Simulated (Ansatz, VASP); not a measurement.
## EuMg2Bi2: VASP beside Ansatz

One calculation is typed for both programs; each brings its own data sets and cutoff. How far apart do they land? The cell comes out of the VASP series on this material, whose earlier steps may have relaxed, scaled or displaced it; both programs get it as it stands.

Program: Ansatz 0.2.0. Level of theory: plane waves, with VASP 6.6.1 beside it; single point at PBEsol, DFT+U and band structure at PBEsol, DFT+U. Results are calculated unless marked as measured.

## (1) The starting structure

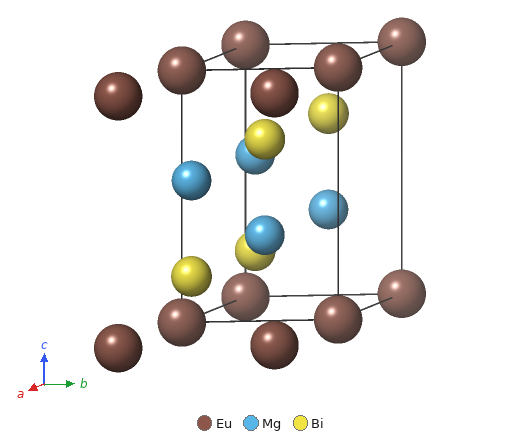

The cell as given, slightly off an axis (europium brown, magnesium blue, bismuth yellow). 2×1×1 cells are drawn. Some periodic images of atoms are drawn too.

## (2) Ansatz: single point, PBEsol, DFT+U

Ansatz runs on its default PAW (the set named soft_2) files.

A single point gives forces, pressure and levels at one fixed geometry, so differences don't come from the geometry; what else differs is listed under the comparison.

File input.yaml:

```yaml
crystal:
  lattice:
    - [4.7802549891, 0.0, 0.0]
    - [-2.3901274945, 4.1398222571, 0.0]
    - [0.0, 0.0, 7.7873736937]
  atoms:
    - { symbol: Eu, position: [0.0, 0.0, 0.0], spin: 7.0 }
    - { symbol: Mg, position: [0.6666666667, 0.3333333333, 0.6275105146] }
    - { symbol: Mg, position: [0.3333333333, 0.6666666667, 0.3724894854] }
    - { symbol: Bi, position: [0.6666666667, 0.3333333333, 0.2469147145] }
    - { symbol: Bi, position: [0.3333333333, 0.6666666667, 0.7530852855] }
hamiltonian:
  xc: pbesol
  pseudopotentials: { kind: paw }
  hubbard: { sites: [{ species: Eu, l: f, u_eff: 7.0 }] }
magnetization:
  spin_polarized: true
kpoints:
  mp_grid: { grid: [6, 6, 3] }
scf:
  occupations: { method: methfessel_paxton, width: 0.2 }
  n_extra_bands: 10
output:
  forces: true
  stress: true
  eigenvalues: true
  write_density: true
  write_potential: true
  elf: true
  volumetric_format: npy
```

On the command line:

```
> ansatz run input.yaml --threads 2 --pin off --max-ram 4608MiB --backend cpu --events-out ev --progress --plain --runs-dir out
```

Numbers of over 12 decimals in the logs are rounded to 6 here.

Output:

```text
Warning: the band count 44 (scf.n_extra_bands) hosts the net moment |M| = 7.0000 μB (N_el = 67) but caps the reachable moment at 2·n_bands − N_el = 21.0000 μB, below the 45 bands that the automatic rule leaves for it — a moment growing past the seed, or the majority channel's smearing tail, pins there with fewer empty majority states than that count leaves; raise or omit scf.n_extra_bands unless the cap is intended
Eu: projections on atomic orbitals take those of the free atom [Kr 4d10] 4f7 5s2 5p6 5d0 6s2, of charge +0.00 (hamiltonian.pseudopotentials.projection_atoms); the dataset's partial waves leave at most 1.0e-3 of an orbital's norm unspanned inside its sphere
Mg: projections on atomic orbitals take those of the free atom [He] 2s2 2p6 3s2, of charge +0.00 (hamiltonian.pseudopotentials.projection_atoms); the dataset's partial waves leave at most 2.0e-8 of an orbital's norm unspanned inside its sphere
Bi: projections on atomic orbitals take those of the free atom [Xe 4f14] 5d10 6s2 6p3, of charge +0.00 (hamiltonian.pseudopotentials.projection_atoms); the dataset's partial waves leave at most 4.7e-5 of an orbital's norm unspanned inside its sphere
scf.n_extra_bands = 10 over 34 filled bands (N_el = 67.0): the run solves 44 bands
Engine: ansatz 0.2.0, aarch64-unknown-linux-gnu
Pseudopotentials: kind: paw
Pseudopotential: Eu, paw, valence charge 17, recommended cutoff 420 eV (normal), Eu.paw.azcp
Pseudopotential: Mg, paw, valence charge 10, recommended cutoff 420 eV (normal), Mg.paw.azcp
Pseudopotential: Bi, paw, valence charge 15, recommended cutoff 420 eV (normal), Bi.paw.azcp
Functional definition: PBEsol
  exchange = pbesol_x
  correlation = pbesol_c
Crystal: 5 atoms, lattice volume = 154.107 Å³
Basis set: ecut = 420 eV, 2997 PW (Γ), exchange–correlation on 64×64×108 points (8 copies of the dense FFT grid, shifted against one another)
Bands: 47, of which v1, the nominal top of the filled ones, is band 34 counted from 1 (33 counted from 0)
Symmetry: 12 space group operations
Space group: P-3m1 (ITA 164), of the structure as read, at distance tolerance 5.4e-5 Å
Magnetic group: BNS 164.85 (UNI 1315), of the structure as read, at distance tolerance 5.4e-5 Å
k-points: 17 of 108
Non-local potential: Eu, projectors of the file, l = 0: 3, l = 1: 2, l = 2: 2, l = 3: 3
Non-local potential: Mg, projectors of the file, l = 0: 3, l = 1: 2, l = 2: 1
Non-local potential: Bi, projectors of the file, l = 0: 2, l = 1: 2, l = 2: 2, l = 3: 2
PAW form: soft (Blöchl's): semilocal exchange-correlation on the pseudo side does not see the compensation charge
PAW frozen core: Eu, regenerated for the run's functional, and the local potential with it (the file was generated under x = pbe(κ = 0.804, μ = 0.219515), c = pbe(β = 0.066725))
PAW frozen core: Mg, regenerated for the run's functional, and the local potential with it (the file was generated under x = pbe(κ = 0.804, μ = 0.219515), c = pbe(β = 0.066725))
PAW frozen core: Bi, regenerated for the run's functional, and the local potential with it (the file was generated under x = pbe(κ = 0.804, μ = 0.219515), c = pbe(β = 0.066725))
PAW one-centre angular grid: Eu, 590 points (default); XC on 64 Gauss nodes
PAW one-centre angular grid: Mg, 110 points (default); XC on 64 Gauss nodes
PAW one-centre angular grid: Bi, 590 points (default); XC on 64 Gauss nodes
Initial density: superposition of atomic densities (chi_scale 0.1, normalization cell, long waves kept (reshape's long-wave potential 0.09 eV rms))
Initial wavefunctions: pseudopotential atomic-orbital guess
Functional: x = pbesol(κ = 0.804, μ = 0.123457), c = pbesol(β = 0.046)
SCF iter   1: F=—  HF=-36973.778618 eV  |F-HF|=—  |Δ(HF+E_count)|=         —  Δρ=4.38e-2 (↑4.38e-2 ↓2.34e-2)  dr2=4.26e0  dr2_m=7.13e-1  M=7.002 μB ∫|m|=7.192 μB  β_m=0.30  ethr=3.10e-3  ⟨swp⟩=7.1  Hψ=6841  notcnv=0
preconditioner: auto → Kerker (q_TF=auto, 2.375 Å⁻¹)  [metal: Δε(μ)=0.125 eV  Ē_g=8.736 eV  σ=0.200 eV  W_gap=0.50  n_scr=34 (ndim 8)  ℏωp=14.3 eV  f_vac=0.009  D(μ)=0.34/eV (n_scr^D=0)]
spin=Collinear: Kerker preconditioning applied to the charge; magnetization (m = ρ↑ − ρ↓) channel mixes plain (no charge-response kernel on spin).
SCF iter   2: F=—  HF=-36974.241072 eV  |F-HF|=—  |Δ(HF+E_count)|=   4.62e-1  Δρ=2.58e-2 (↑2.58e-2 ↓1.61e-2)  dr2=1.74e0  dr2_m=2.70e-1  M=7.001 μB ∫|m|=7.196 μB  β_m=0.46  ethr=3.10e-3  ⟨swp⟩=3.8  Hψ=3203  notcnv=0
preconditioner: auto → Resta (q_TF=auto, 2.375 Å⁻¹)  ε∞=3.7  [insulator: Δε(μ)=0.233 eV  Ē_g=8.672 eV  σ=0.200 eV  W_gap=0.68  n_scr=34 (ndim 8)  ℏωp=14.3 eV  f_vac=0.009  D(μ)=0.13/eV (n_scr^D=0)  ε∞_Penn≈3.7]
spin=Collinear: Resta preconditioning applied to the charge; magnetization (m = ρ↑ − ρ↓) channel mixes plain (no charge-response kernel on spin).
SCF iter   3: F=—  HF=-36975.181875 eV  |F-HF|=—  |Δ(HF+E_count)|=   9.41e-1  Δρ=8.03e-3 (↑8.03e-3 ↓5.69e-3)  dr2=2.42e-1  dr2_m=2.31e-2  M=7.000 μB ∫|m|=7.209 μB  β_m=0.65  ethr=2.60e-3  ⟨swp⟩=4.2  Hψ=4242  notcnv=0  defer=1
SCF iter   4: F=—  HF=-36975.301215 eV  |F-HF|=—  |Δ(HF+E_count)|=   1.19e-1  Δρ=1.58e-3 (↑1.58e-3 ↓1.30e-3)  dr2=1.39e-2  dr2_m=4.14e-4  M=7.000 μB ∫|m|=7.214 μB  β_m=0.80  ethr=3.61e-4  ⟨swp⟩=4.6  Hψ=4050  notcnv=0  defer=3
SCF iter   5: F=—  HF=-36975.306196 eV  |F-HF|=—  |Δ(HF+E_count)|=   4.98e-3  Δρ=5.17e-4 (↑5.17e-4 ↓4.35e-4)  dr2=2.22e-3  dr2_m=2.43e-5  M=7.000 μB ∫|m|=7.216 μB  β_m=0.90  ethr=2.07e-5  ⟨swp⟩=2.0  Hψ=2314  notcnv=0
SCF iter   6: F=—  HF=-36975.306505 eV  |F-HF|=—  |Δ(HF+E_count)|=   3.10e-4  Δρ=1.23e-4 (↑1.10e-4 ↓1.23e-4)  dr2=2.70e-4  dr2_m=6.65e-7  M=7.000 μB ∫|m|=7.218 μB  β_m=0.87  ethr=3.32e-6  ⟨swp⟩=2.5  Hψ=2252  notcnv=0
SCF iter   7: F=—  HF=-36975.306514 eV  |F-HF|=—  |Δ(HF+E_count)|=   8.80e-6  Δρ=8.94e-5 (↑8.94e-5 ↓4.68e-5)  dr2=4.27e-5  dr2_m=1.87e-6  M=7.000 μB ∫|m|=7.220 μB  β_m=0.93  ethr=4.03e-7  ⟨swp⟩=2.1  Hψ=2319  notcnv=0
Bands: 44, of which v1, the nominal top of the filled ones, is band 34 counted from 1 (33 counted from 0)
Initial density: handed on by an earlier stage of this run
iter 1 solved again at ethr=6.62e-8 eV; its pass at ethr=1.49e-6 eV (dr2=4.43e-5 eV) is discarded
SCF iter   1: F=—  HF=-36975.306514 eV  |F-HF|=—  |Δ(HF+E_count)|=         —  Δρ=8.44e-5 (↑8.44e-5 ↓4.67e-5)  dr2=4.13e-5  dr2_m=1.59e-6  M=7.000 μB ∫|m|=7.220 μB  ethr=6.62e-8  ⟨swp⟩=2.4  Hψ=13130  notcnv=0
iteration 1: the SCF starts in the orbital order of the open f shells that the search before it chose, by its bands or by converging an SCF in each of two, with that order's moments; no other order was found more than 0.2 meV higher (one found slightly lower counts as degenerate)
preconditioner: auto → Resta (q_TF=auto, 2.375 Å⁻¹)  ε∞=4.4  [insulator: Δε(μ)=0.276 eV  Ē_g=7.745 eV  σ=0.200 eV  W_gap=0.89  n_scr=34 (ndim 8)  ℏωp=14.3 eV  f_vac=0.024  D(μ)=0.03/eV (n_scr^D=0)  ε∞_Penn≈4.4]
spin=Collinear: Resta preconditioning applied to the charge; magnetization (m = ρ↑ − ρ↓) channel mixes plain (no charge-response kernel on spin).
SCF iter   2: F=—  HF=-36975.306580 eV  |F-HF|=—  |Δ(HF+E_count)|=   6.56e-5  Δρ=9.06e-5 (↑9.06e-5 ↓6.19e-5)  dr2=2.62e-4  dr2_m=1.09e-6  M=7.000 μB ∫|m|=7.219 μB  β_m=0.30  ethr=6.16e-8  ⟨swp⟩=2.3  Hψ=2417  notcnv=0
SCF iter   3: F=—  HF=-36975.306542 eV  |F-HF|=—  |Δ(HF+E_count)|=   3.80e-5  S|Δr|=    0.00e0  Δρ=3.31e-5 (↑3.31e-5 ↓3.18e-5)  dr2=7.17e-5  dr2_m=5.54e-9  M=7.000 μB ∫|m|=7.219 μB  β_m=0.42  ethr=6.16e-8  ⟨swp⟩=2.8  Hψ=2286  notcnv=0
SCF iter   4: F=—  HF=-36975.306528 eV  |F-HF|=—  |Δ(HF+E_count)|=   1.34e-5  S|Δr|=    0.00e0  Δρ=6.81e-6 (↑5.70e-6 ↓6.81e-6)  dr2=1.24e-6  dr2_m=3.02e-9  M=7.000 μB ∫|m|=7.220 μB  β_m=0.44  ethr=6.16e-8  ⟨swp⟩=2.0  Hψ=1737  notcnv=0
SCF iter   5: F=—  HF=-36975.306528 eV  |F-HF|=—  |Δ(HF+E_count)|=   1.67e-7  S|Δr|=    0.00e0  Δρ=4.04e-6 (↑4.04e-6 ↓3.70e-6)  dr2=1.22e-7  dr2_m=3.29e-9  M=7.000 μB ∫|m|=7.220 μB  β_m=0.72  ethr=1.86e-9  ⟨swp⟩=2.1  Hψ=2099  notcnv=0
SCF iter   6: F=-36975.306528 eV  HF=-36975.306528 eV  |F-HF|=2.34e-9  |Δ(HF+E_count)|=   1.19e-8  S|Δr|=    0.00e0  Δρ=7.76e-7 (↑7.76e-7 ↓7.69e-7)  dr2=6.32e-9  dr2_m=2.01e-11  M=7.000 μB ∫|m|=7.220 μB  ethr=1.49e-10  ⟨swp⟩=13.1  Hψ=11566  notcnv=0
SCF 1 converged in 6 iterations: F = -36975.306528 eV  dr2 = 6.32e-9
  greatest PAW one-centre occupation: 1.000 electrons in one spin orbital (limit 2), on the Eu atom at site 0 (counted from 0), in its partial waves of l = 0
this state was not tested for a lower state beside it, because cold or Methfessel-Paxton smearing, or corrected tetrahedra, fill the levels in a way that the test cannot read (fill_not_monotonic; see scf.lower_state_search)
SCF converged after 13 iterations (7 of them in the search for the orbital order of the open f shells)
Magnetization: 7.0003 μB (37.0001 up, 29.9999 down)
Absolute magnetization: 7.2205 μB (∫|ρ↑−ρ↓|, with the PAW one-centre terms)
Spin contamination: 0.0125 ħ² per cell (⟨S²⟩ above its minimum at these occupations)
Per-site moments (μB) at R_I (Å): [(6.952510, 1.387507), (-0.010440, 1.207803), (-0.010440, 1.207803), (-0.020129, 1.207803), (-0.020129, 1.207803)]
Free energy (F): -36975.306528 eV
Harris-Foulkes:  -36975.306528 eV  (|F-HF|=2.34e-9)
Internal energy: -36975.307842 eV  (E = F + TS)
E sigma→0 (E₀):  -36975.306857 eV
Entropy (-TS):   0.001314 eV (0.263 meV/atom)
Fermi energy:    8.596424 eV
Step filling:    the computed levels leave a gap of 0.2762 eV = 1.4 smearing widths at the electron count; against every level under it full and every level over it empty, smearing changes F+E_penalty+E_count by +0.448 meV and its σ→0 estimate by +0.120 meV
--- Per-component energies (eV) ---
  E_band       = -975.500519
  E_kinetic    = 1110.366169
  E_local      = -8664.142365  (includes V_loc(G=0)·N_el)
  E_nonlocal   = 1795.254274
  E_hartree    = 3115.125134
  E_xc         = -531.150605
  E_vxc        = -562.193886  (∫ρ·V_xc dr)
  E_hubbard    = 0.070511  (on-site DFT+U / exact-exchange correction)
  E_vhub       = -24.345251  (the Hubbard potential's part of the band-sum identity)
  E_paw        = -27875.545701  (= ΣΔE_a)
  E_vpaw       = -860.688765  (= ΣTr[D̂ρ^β])
  E_aug_tail   = -0.000934  (compensation charges beyond the density's cutoff)
  E_ewald      = -5926.168386
  E_core_change = 0.884060  (= ΣΔE_core)
  E_smearing   = 0.001314  (= −TS)
  E_closure    = 0.000000  (closes the sum)
  Σ components = -36975.306528   (vs F -36975.306528, Δ=0.00e0)
--- Forces (eV/Å), atoms counted from 1 ---
  atom   1  Eu     0.00000000    -0.00000000     0.00000000
  atom   2  Mg    -0.00000000     0.00000000     0.01817487
  atom   3  Mg     0.00000000     0.00000000    -0.01817487
  atom   4  Bi    -0.00000000    -0.00000000    -0.03784403
  atom   5  Bi     0.00000000     0.00000000     0.03784403
  max |Σ_I F_I| component: 9.25e-18 eV/Å
--- Stress (GPa, compression-positive) ---
       -0.048157       0.000000      -0.000000
        0.000000      -0.048157      -0.000000
       -0.000000      -0.000000      -0.077006
  P = ⅓ Tr σ = -0.0578 GPa (-0.578 kbar)
--- Band table (eV; the first three rows and the last of 34) ---
  k-point 0 ↑: bands = [... 30 lower, 5.6149, 5.6585, 6.9423, 6.9423, 8.3591, 8.3591, 8.4292, 8.7054, ... 6 higher]
  k-point 1 ↑: bands = [... 30 lower, 5.6162, 5.6585, 6.5493, 7.1220, 7.1220, 7.9791, 7.9791, 9.1708, ... 6 higher]
  k-point 2 ↑: bands = [... 30 lower, 5.6065, 5.6350, 6.1387, 6.7071, 6.8922, 7.8742, 7.9462, 9.6487, ... 6 higher]
  k-point 16 ↓: bands = [... 30 lower, 10.3911, 10.3911, 10.9888, 12.0075, 12.5954, 12.5954, 12.9243, 12.9243, ... 6 higher]
Occupation matrices written to <dir>
```

Elapsed: 37 s, on 2 threads of Arm Neoverse N1, shared host; peak memory 0.58 GiB.

Reading the cycles: dr2 is the Hartree energy of the density residual (eV), the measure of convergence; HF is the Harris–Foulkes estimate of the energy, which meets the free energy F at convergence.

The run ends at a pressure of -0.06 GPa, with forces up to 0.038 eV/Å.

(Part 1 of 3 ends here.)

[Lines on the potential files, build, host, timing and source positions are cut from VASP's logs without a mark.]

[Logs are printed without paths, hosts, clocks, repeated set-up lines and the standing remarks that a program may print on its own settings, such as how far it seeks lower states.]

[Hosts, paths, dates, database ids (printed as entryN), source tags and the programs' standing remarks are cut or masked in the printed files.]
